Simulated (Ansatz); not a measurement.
Input

```
crystal:
  periodic: [false, false, false]
  atoms:
    - {symbol: Si, position_ang: [-0.911597, -0.798725, -0.730460]}
    - {symbol: S, position_ang: [1.766839, 0.586290, 1.616669]}
    - {symbol: H, position_ang: [-1.932232, -1.447626, -1.586518]}
    - {symbol: H, position_ang: [0.398220, -1.465167, -0.890442]}
    - {symbol: H, position_ang: [-1.349793, -0.792315, 0.681468]}
    - {symbol: H, position_ang: [1.977083, 1.165061, 0.424590]}
    - {symbol: Br, position_ang: [-0.725301, 1.309619, -1.425071]}
    - {symbol: H, position_ang: [0.776880, 1.442865, 1.909864]}
basis:
  gaussian: {orbitals: def2-TZVPP}
hamiltonian: {xc: pbe0, dispersion: d4}
output: {orbitals: {seedname: orbitals}}
```

Launched as:

```sh
ansatz run in.yaml --threads 4 --pin off --events-out ev --progress --plain --max-ram 9574MiB
```

The product side of a reaction path; geometry: PBE0-D4/def2-TZVP.

The calculation used Ansatz, RKS PBE0-D4/def2-TZVPP.

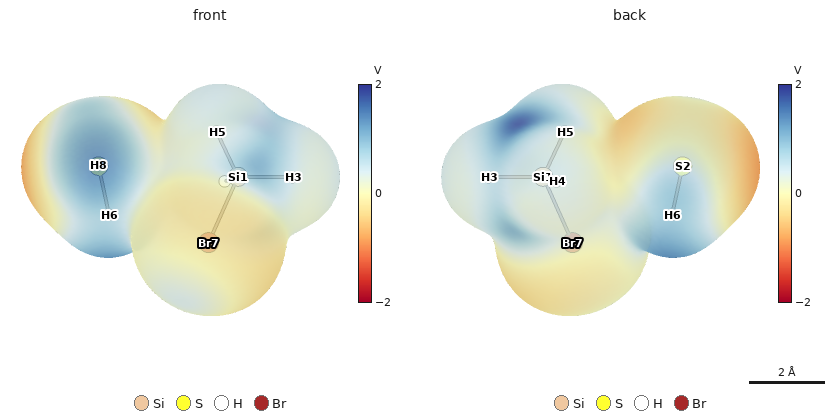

BrH₃Si···H₂S. The electrostatic potential painted on the density surface at 0.002 e/bohr³, seen from the front and from behind; red is negative and blue positive.

Where is the surface potential most negative and most positive?

The most negative region (about −0.8 V, or −18 kcal/mol for a unit charge) lies over S2, the most positive (about +1.6 V, or +37 kcal/mol for a unit charge) over Si1. Br7 shows a σ-hole: about +0.4 V, or +9 kcal/mol for a unit charge at the tip opposite its bond, against about −0.1 V on its flanks.
